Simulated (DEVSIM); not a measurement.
Device: Pt/SiON/n-Si capacitor, at 300 K.

```csv
layer (left to right),material,thickness (nm),Nd (cm⁻³)
1,SiON,2.30,-
2,Si,17000,1.2e15
```

Metal gate on the left, work function 5.6 eV. Fixed charge at the semiconductor interface 0 cm⁻² (in units of +e); no interface traps.

This is a model device: material constants are rounded textbook-type values typed into the input, and sizes, dopings and lifetimes were drawn at random. Values at 300 K.

```tsv
parameter	SiON	Si
gap (eV)	7	1.124
affinity (eV)	1.4	4.05
permittivity	5.5	11.7
Nc (cm⁻³)	-	2.86e19
Nv (cm⁻³)	-	3.1e19
```

Model (solved in DEVSIM): 1D Poisson equation in equilibrium, Boltzmann statistics, complete ionisation; no quantum confinement or tunnelling. Metal contacts follow the ideal Schottky-Mott rule: no Fermi-level pinning, no interface dipoles.

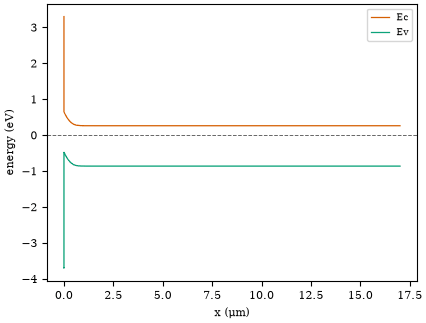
*Band edges at 0.9 V on the gate*

Energies count from the Fermi level of the right contact; mesh points crowd at the junctions.

```
x (μm)     Ec (eV)  Ev (eV)  n (cm⁻³)  p (cm⁻³)  field (V/cm)
---------  -------  -------  --------  --------  ------------
0.000        3.300   -3.700     < 1e2     < 1e2        -25000
0.0009822    3.298   -3.702     < 1e2     < 1e2        -25000
0.001967     3.295   -3.705     < 1e2     < 1e2        -25000
0.003135     0.643   -0.481     4.4e8    2.6e11        -12000
0.007458     0.638   -0.486     5.4e8    2.2e11        -11000
0.01639      0.628   -0.496     8.0e8    1.5e11        -11000
0.03673      0.606   -0.518     1.9e9    6.1e10        -11000
0.1138       0.527   -0.597    4.0e10     2.9e9         -9500
0.2732       0.400   -0.724    5.4e12     2.1e7         -6500
0.6360       0.275   -0.849    7.0e14    170000         -1100
1.534        0.261   -0.863    1.2e15     97000           ≈ 0
4.853        0.261   -0.863    1.2e15     97000           ≈ 0
10.52        0.261   -0.863    1.2e15     97000           ≈ 0
14.32        0.261   -0.863    1.2e15     97000           ≈ 0
16.16        0.261   -0.863    1.2e15     97000           ≈ 0
16.64        0.261   -0.863    1.2e15     97000           ≈ 0
16.85        0.261   -0.863    1.2e15     97000           ≈ 0
16.94        0.261   -0.863    1.2e15     97000           ≈ 0
16.98        0.261   -0.863    1.2e15     97000           ≈ 0
17.00        0.261   -0.863    1.2e15     97000           ≈ 0
17.00        0.261   -0.863    1.2e15     97000           ≈ 0
17.00        0.261   -0.863    1.2e15     97000           ≈ 0
```
